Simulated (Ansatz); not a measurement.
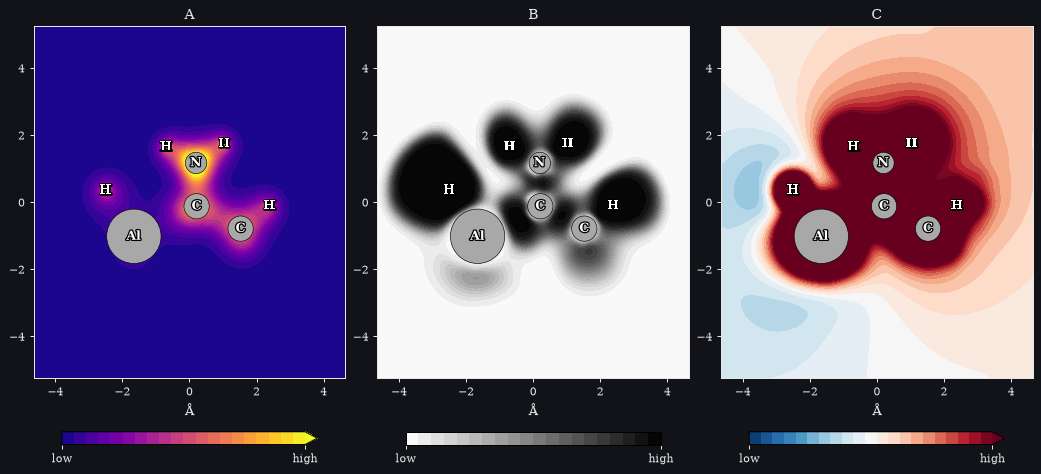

C2H8AlNS: 3 fields on the plane of atoms N3, C2 and Al4, with unlabelled colour scales. Grey discs cover the atomic cores.

Geometry: PBE0-D4/def2-TZVP.

Theory: Ansatz, RKS PBE0-D4/def2-TZVPP.

Q: The panels show electron density, electron localisation function and electrostatic potential in some order. Assign them.

A: Panel A: electron density. Panel B: electron localisation function. Panel C: electrostatic potential (strongly positive close to the atoms, with negative regions outside electron-rich atoms). From the grid: C–N (1.29 Å): ρ at the midpoint is about 2.7 e/Å³; the ELF peaks at about 0.90 between the atoms, as expected for a covalent bond. C–C (1.48 Å): ρ is about 1.8 e/Å³ halfway; the ELF peaks at about 0.95 between the atoms; localised, covalent bonding.
